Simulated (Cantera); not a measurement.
Charge: 1 mol V, a varied amount of O₂, equilibrated at 2223.15 K and 1.90e-6 bar.

Equilibrium computed with Cantera from the NASA thermochemical tables; the gas is ideal and each condensed phase is pure. Candidate condensed phases: V, VO, V₂O₃, V₂O₄, V₂O₅; 6 gas species. The numbers say what is thermodynamically allowed, not how fast it happens.

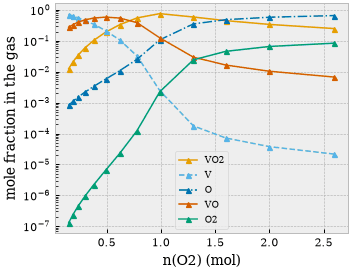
Fig. 1. Equilibrium gas composition (values under 1e-9 drawn at 1e-9)

From 0.15 mol O₂ to 2.6 mol O₂ nothing is condensed. The main V-bearing gas is V at 0.15 mol O₂ and VO₂ at 2.6 mol O₂.
